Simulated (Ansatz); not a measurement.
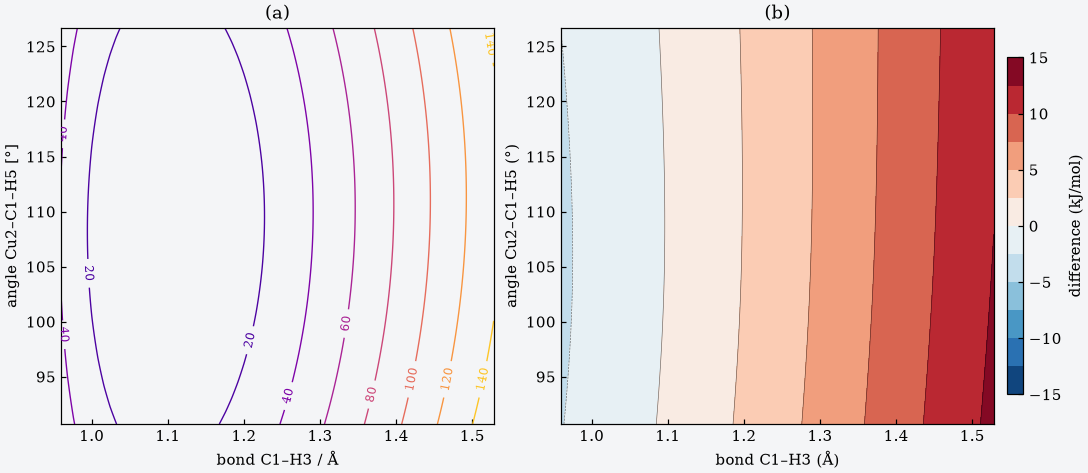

CH3Cu, SMILES [CH3][Cu]. Two internal coordinates are moved rigidly from the geometry relaxed at PBE0-D4/def2-TZVP, all others fixed. First axis: bond C1–H3. Second axis: angle Cu2–C1–H5. The grid has 7 × 7 points. Energies: kJ/mol, counted from each map's own lowest point. The calculation used Ansatz, RKS PBE-D4/def2-TZVPP.

Panel (a): Ansatz, RKS PBE-D4/def2-TZVPP. Panel (b): the map at RKS PBE0-D4/def2-TZVPP in Ansatz less the map of (a), each from its own lowest point.

**How does the change of method alter the landscape?**

The difference runs from −2.8 kJ/mol at bond C1–H3 = 0.960 Å, angle Cu2–C1–H5 = 108.7° to 13 kJ/mol at bond C1–H3 = 1.528 Å, angle Cu2–C1–H5 = 90.7°. The interpolated minimum moves from 1.0978 to 1.0904 Å in bond C1–H3 and 108.77 to 108.72° in angle Cu2–C1–H5.
